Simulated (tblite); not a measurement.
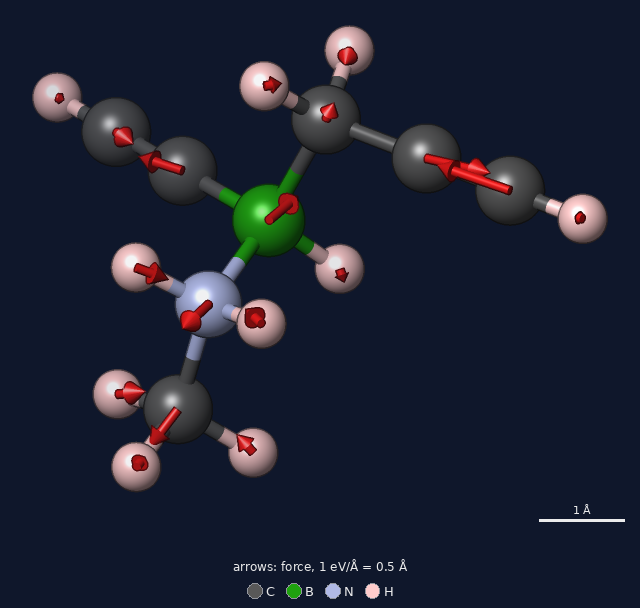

Starting geometry of C₆H₁₀BN with the computed forces as red arrows. Style: ball-and-stick. Shown from a free direction.

These are results of GFN2-xTB geometry optimisation, gas phase in tblite 0.8.0, not measurements. 

What follows when this structure is relaxed?

Answer. It isn't relaxed: the largest force vector, on a C atom, is 2.09 eV/Å. The final displacements have little in common with the starting forces (cosine between the two patterns 0.12). After 103 geometry steps the energy has fallen by 0.302 eV. An H atom moves most after the best rigid fit: 1.01 Å. Largest moves by element: H 1.01 Å, C 0.67 Å, B 0.30 Å, N 0.29 Å. Some distances before and after: B–N 1.560 → 1.648 Å, B–C 1.621 → 1.649 Å, H–N 1.044 → 1.017 Å, C–H 1.115 → 1.089 Å. Among the angles between lasting bonds that change: C–C–C 178.9° → 173.0°, C–B–N 109.8° → 104.0°, B–N–H 109.8° → 104.4°. Groups turn about B–C by about 25°.
